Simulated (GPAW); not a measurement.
# Surface energy and work function of Cu(100) from slabs of 4 to 14 layers (PBE)

How do energy and work function of Cu(100) films settle with thickness, and what surface energy follows?

Set-up. GPAW 26.7.0, plane waves at 450 eV with PAW setups; symmetric 1×1 slabs cut at the tabulated lattice constant (two decimals; low-temperature values for the alkali metals), atoms at bulk places, 7.5 Å of vacuum on each side, one in-plane mesh for all thicknesses, Fermi-Dirac smearing of 0.1 eV. Energies are extrapolated to zero smearing and count from the program's reference atoms. Functional PBE. The cell's area is 6.516 Å².

Results, with one row withheld:

| layers | energy (eV) | work function (eV) |
| --- | --- | --- |
| 4 | −13.3236 | 4.55 |
| 5 | −16.9627 | 4.50 |
| 6 | −20.5860 | 4.53 |
| 7 | −24.2111 | 4.54 |
| 8 | −27.8378 | 4.55 |
| 9 | −31.4573 | 4.55 |
| 10 | −35.0892 | 4.54 |
| 11 | −38.7127 | 4.54 |
| 12 | −42.3394 | 4.53 |
| 14 | ? | ? |

Q: What surface energy do these runs give, and what energy and work function should the 14-layer slab have?

Worked answer. A slab of n layers has E(n) = nε + 2Aγ once its middle is bulk-like. A line through n = 6 to 12 has the slope ε = −3.6255 eV a layer and the intercept 2Aγ = 1.1678 eV (r.m.s. residual 2.0 meV). So γ = 1.1678 / (2 × 6.516 Å²) = 0.0896 eV/Å² = 1.44 J/m², with a standard error of under 0.01 J/m² from the scatter about the line. For 14 layers: 1.1678 + 14 × (−3.6255) = −49.590 eV; the run gives −49.594 eV, 4.5 meV under the line. The work function has no such law: from 6 to 12 layers it moves between 4.53 and 4.55 eV (mean 4.54), and the 14-layer slab gives 4.54 eV. The thinnest slab, 4 layers, lies +0.01 eV from that mean. The measured value for this face is 4.73 eV (“Anisotropic work function of elemental crystals” (2019, arxiv:1902.07811)); the unrelaxed 14-layer slab lies 0.19 eV under it.

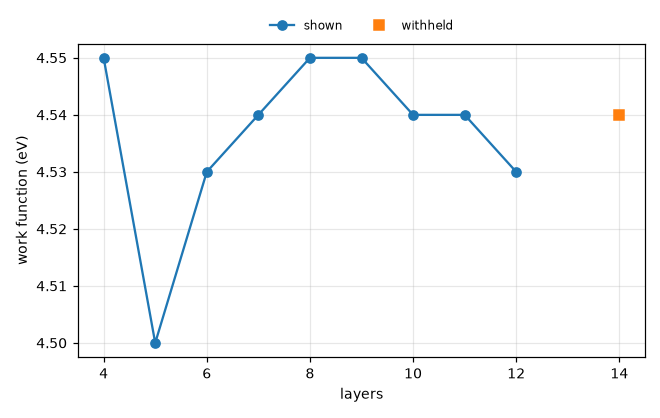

Work function against thickness.

**Limits.** The surfaces are unrelaxed, so γ is an upper bound for this functional and lattice constant. The tabulated lattice constant isn't the functional's own, which strains the slab a little.
